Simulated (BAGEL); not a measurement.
# CH5FGeO (SMILES [CH3][GeH]([OH])[F]): a chain of runs

Wanted: the energy (HF/def2-SVP), then the energy (NEVPT2(2,2)/def2-SVP) of CH5FGeO. 

The results are computed with BAGEL 1.2.2.

1 further run of the same task is left out (set aside as unsound or not needed).

## Step 1: The structure to begin with

The species is CH5FGeO (9 atoms), meant as a singlet with charge 0. As SMILES, `[CH3][GeH]([OH])[F]`. The C1–Ge2 distance was set to 3.077 Å, away from the relaxed value. At this shape a bond of the SMILES string is far longer than usual.

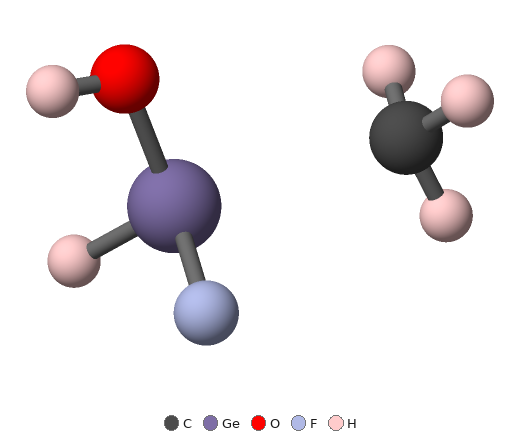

The structure, seen from a chosen angle (carbon dark grey, germanium purple, oxygen red, fluorine light blue, hydrogen pink).

## Step 2: A single-point energy at HF/def2-SVP (density fitting with svp-jkfit) (run 1)

Contents of input.json:

```json
{ "bagel" : [

{
  "title" : "molecule",
  "basis" : "svp",
  "df_basis" : "svp-jkfit",
  "angstrom" : "true",
  "geometry" : [
    { "atom" : "C", "xyz" : [      -1.123391,       1.949284,      -1.007631 ] },
    { "atom" : "Ge", "xyz" : [       0.088300,      -0.643700,       0.121500 ] },
    { "atom" : "O", "xyz" : [       1.270000,      -0.170700,       1.345500 ] },
    { "atom" : "F", "xyz" : [       0.974400,      -1.438600,      -1.153800 ] },
    { "atom" : "H", "xyz" : [      -0.315491,       2.597284,      -1.348031 ] },
    { "atom" : "H", "xyz" : [      -1.692291,       2.465884,      -0.233731 ] },
    { "atom" : "H", "xyz" : [      -1.781491,       1.723684,      -1.846931 ] },
    { "atom" : "H", "xyz" : [      -0.865500,      -1.725100,       0.656800 ] },
    { "atom" : "H", "xyz" : [       1.716500,      -0.914700,       1.755500 ] }
  ]
},

{
  "title" : "hf"
},

{
  "title" : "print",
  "file" : "orbitals.molden",
  "orbitals" : "true"
}

]}
```

Run with:

```bash
$ BAGEL_NUM_THREADS=1 BAGEL input.json > input.out
```

Log:

```text
* using 1 threads per process

  ===============================================================
  ===============================================================

  *** Geometry ***

  { "atom" : "C", "xyz" : [     -2.122901,      3.683613,     -1.904147 ] },
  { "atom" : "Ge", "xyz" : [      0.166863,     -1.216417,      0.229602 ] },
  { "atom" : "O", "xyz" : [      2.399952,     -0.322576,      2.542627 ] },
  { "atom" : "F", "xyz" : [      1.841349,     -2.718560,     -2.180366 ] },
  { "atom" : "H", "xyz" : [     -0.596192,      4.908155,     -2.547409 ] },
  { "atom" : "H", "xyz" : [     -3.197967,      4.659845,     -0.441688 ] },
  { "atom" : "H", "xyz" : [     -3.366530,      3.257291,     -3.490194 ] },
  { "atom" : "H", "xyz" : [     -1.635558,     -3.259967,      1.241172 ] },
  { "atom" : "H", "xyz" : [      3.243715,     -1.728532,      3.317414 ] },

  Number of auxiliary basis functions:      585

  Since a DF basis is specified, we compute 2- and 3-index integrals:
    o Being stored without compression. Storage requirement is 0.046 GB

  Number of basis functions:       99
  Number of electrons      :       60

    * METHOD: MOLECULE                             0.36

  *** RHF ***

  === Nuclear Repulsion ===
   283.9884405658

      * DIIS with orbital gradients will be used.

  === RHF iteration (svp) ===
      0      -2289.55736887          0.02217800           0.15
      1      -2289.76619411          0.01674860           0.20
      2      -2289.94673229          0.00161856           0.15
      3      -2289.95037159          0.00070199           0.15
      4      -2289.95085212          0.00016313           0.15
      5      -2289.95091566          0.00006940           0.15
      6      -2289.95092188          0.00002272           0.15
      7      -2289.95092243          0.00000892           0.15
      8      -2289.95092249          0.00000345           0.15
      9      -2289.95092251          0.00000082           0.15
     10      -2289.95092251          0.00000036           0.15
     11      -2289.95092251          0.00000015           0.15
     12      -2289.95092251          0.00000005           0.15
     13      -2289.95092251          0.00000002           0.15
     14      -2289.95092251          0.00000001           0.15
    * SCF iteration converged.

    * Permanent dipole moment:
           (    0.674770,    -0.038307,    -0.472670) a.u.

    * METHOD: HF                                   2.60

    * METHOD: PRINT                                0.02

  ===============================================================
```

Run time: 3.3 s. Hardware: 1 thread of Arm Neoverse V2, shared host; peak memory 0.17 GiB.

## Step 3: A single-point energy at NEVPT2(2,2)/def2-SVP (density fitting with svp-jkfit) (run 2)

Contents of calc.json:

```json
{ "bagel" : [

{
  "title" : "molecule",
  "basis" : "svp",
  "df_basis" : "svp-jkfit",
  "angstrom" : true,
  "geometry" : [
    { "atom" : "C", "xyz" : [      -1.123391,       1.949284,      -1.007631 ] },
    { "atom" : "Ge", "xyz" : [       0.088300,      -0.643700,       0.121500 ] },
    { "atom" : "O", "xyz" : [       1.270000,      -0.170700,       1.345500 ] },
    { "atom" : "F", "xyz" : [       0.974400,      -1.438600,      -1.153800 ] },
    { "atom" : "H", "xyz" : [      -0.315491,       2.597284,      -1.348031 ] },
    { "atom" : "H", "xyz" : [      -1.692291,       2.465884,      -0.233731 ] },
    { "atom" : "H", "xyz" : [      -1.781491,       1.723684,      -1.846931 ] },
    { "atom" : "H", "xyz" : [      -0.865500,      -1.725100,       0.656800 ] },
    { "atom" : "H", "xyz" : [       1.716500,      -0.914700,       1.755500 ] }
  ]
},

{ "title" : "hf" },

{ "title" : "nevpt2", "nstate" : 1, "nact" : 2, "nclosed" : 29, "active" : [30, 31], "maxiter" : 200, "natocc" : true, "ncore" : 12 },

{ "title" : "print", "file" : "orbitals.molden", "orbitals" : true }

]}
```

Run with:

```bash
$ BAGEL_NUM_THREADS=1 BAGEL calc.json > calc.out
```

Log:

```text
* using 1 threads per process

  ===============================================================
  ===============================================================

  *** Geometry ***

  { "atom" : "C", "xyz" : [     -2.122901,      3.683613,     -1.904147 ] },
  { "atom" : "Ge", "xyz" : [      0.166863,     -1.216417,      0.229602 ] },
  { "atom" : "O", "xyz" : [      2.399952,     -0.322576,      2.542627 ] },
  { "atom" : "F", "xyz" : [      1.841349,     -2.718560,     -2.180366 ] },
  { "atom" : "H", "xyz" : [     -0.596192,      4.908155,     -2.547409 ] },
  { "atom" : "H", "xyz" : [     -3.197967,      4.659845,     -0.441688 ] },
  { "atom" : "H", "xyz" : [     -3.366530,      3.257291,     -3.490194 ] },
  { "atom" : "H", "xyz" : [     -1.635558,     -3.259967,      1.241172 ] },
  { "atom" : "H", "xyz" : [      3.243715,     -1.728532,      3.317414 ] },

  Number of auxiliary basis functions:      585

  Since a DF basis is specified, we compute 2- and 3-index integrals:
    o Being stored without compression. Storage requirement is 0.046 GB

  Number of basis functions:       99
  Number of electrons      :       60

    * METHOD: MOLECULE                             0.36

  *** RHF ***

  === Nuclear Repulsion ===
   283.9884405658

      * DIIS with orbital gradients will be used.

  === RHF iteration (svp) ===
      0      -2289.55736887          0.02217800           0.15
      1      -2289.76619411          0.01674860           0.16
      2      -2289.94673229          0.00161856           0.15
      3      -2289.95037159          0.00070199           0.14
      4      -2289.95085212          0.00016313           0.15
      5      -2289.95091566          0.00006940           0.15
      6      -2289.95092188          0.00002272           0.15
      7      -2289.95092243          0.00000892           0.15
      8      -2289.95092249          0.00000345           0.15
      9      -2289.95092251          0.00000082           0.15
     10      -2289.95092251          0.00000036           0.15
     11      -2289.95092251          0.00000015           0.15
     12      -2289.95092251          0.00000005           0.15
     13      -2289.95092251          0.00000002           0.15
     14      -2289.95092251          0.00000001           0.15
    * SCF iteration converged.

    * Permanent dipole moment:
           (    0.674770,    -0.038307,    -0.472670) a.u.

    * METHOD: HF                                   2.56

    * freezing 12 orbitals
  ---------------------------
      CASSCF calculation
  ---------------------------

    ==== Active orbitals : =====
         Orbital 30
         Orbital 31
    ============================

    * nstate   :      1
    * nclosed  :     29
    * nact     :      2
    * nvirt    :     68
  === CASSCF iteration (svp) ===

    * Using the second-order algorithm

      0  0     -2289.98545312     2.58e-03      0.04

      1  0     -2290.00039046     6.00e-04      0.79

      2  0     -2290.00075898     9.33e-05      0.80

      3  0     -2290.00076360     1.31e-05      0.84

      4  0     -2290.00076368     2.02e-06      0.81

      5  0     -2290.00076368     3.74e-07      0.82

      6  0     -2290.00076368     8.26e-08      0.72

      7  0     -2290.00076368     2.01e-08      0.71

      8  0     -2290.00076368     5.08e-09      0.64

    * Second-order optimization converged. *

     guess   0:   closed 1.                   open ..

  === FCI iteration ===

      0  0     -2289.94699232     7.08e-02      0.00
      1  0     -2290.00040727     5.53e-03      0.00
      2  0 *   -2290.00076368     1.39e-16      0.00

     * ci vector, state   0, <S^2> = 0.0000
       2.     0.9346886509
       .2    -0.3554674751

  === DF-NEVPT2 calculation ===

    * 3-index integral transformation done
    * assembly done

      NEVPT2 correlation energy:   -0.7215824249      0.32

          (+0)     -0.6487604151
          (+0)'    -0.0148698563
          (+1)     -0.0175152159
          (+1)'    -0.0000000000
          (+2)     -0.0004740953
          (-1)     -0.0382109650
          (-1)'     0.0000000000
          (-2)     -0.0017518771

      NEVPT2 total energy:       -2290.7223461054

    * METHOD: NEVPT2                               7.11

    * METHOD: PRINT                                0.02

  ===============================================================
```

Run time: 11 s. Hardware: 1 thread of Arm Neoverse V2, shared host; peak memory 0.17 GiB.

## Step 4: Outcome

| quantity | value |
| --- | --- |
| run 1, HF/def2-SVP: total energy | -2289.95092 Eh |
| run 1, HF/def2-SVP: dipole moment | 2.10 D |
| run 1, HF/def2-SVP: HOMO energy | -8.98 eV |
| run 1, HF/def2-SVP: LUMO energy | 0.77 eV |
| run 1, HF/def2-SVP: HOMO–LUMO gap | 9.75 eV |
| run 2, NEVPT2(2,2)/def2-SVP: total energy | -2290.72235 Eh |

One bond (run 1, HF/def2-SVP) is far stretched, which a spin-restricted single reference describes badly; a broken-symmetry solution may lie lower.
